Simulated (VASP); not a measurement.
Given:

```
CELL_PARAMETERS angstrom
      2.32633    -4.02933     0.00000
      2.32633     4.02933     0.00000
      0.00000     0.00000     7.60748
ATOMIC_POSITIONS crystal
  Ag 0.66667 0.33333 0.50009
  Ag 0.33333 0.66667 0.00009
  I  0.66667 0.33333 0.87491
  I  0.33333 0.66667 0.37491
```

These are optB88-vdW, VASP's PBE PAW potentials (set 64) (plane waves; VASP 6.6.1) values and carry that method's errors. Settings: 520 eV cut-off, 6×6×4 Γ-centred mesh, tetrahedra with Blöchl corrections, potentials Ag I.

Unless said otherwise, spin-orbit coupling is left out, though it shifts the bands of the heavy elements here.

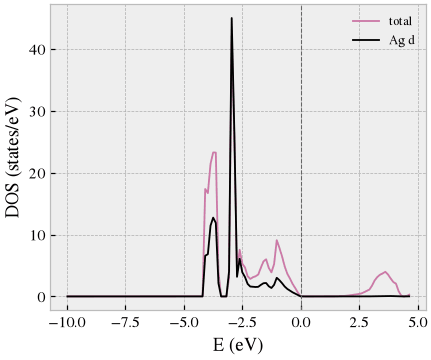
*Total and projected density of states, zero at the valence-band maximum*

Within 2 eV below the valence-band maximum the largest weight inside VASP's projection spheres is Ag d, then I p.

The gap is direct, 1.24 eV, from the valence maximum at Γ to the conduction minimum at Γ.

The compound is AgI in the wurtzite structure. It was relaxed first.
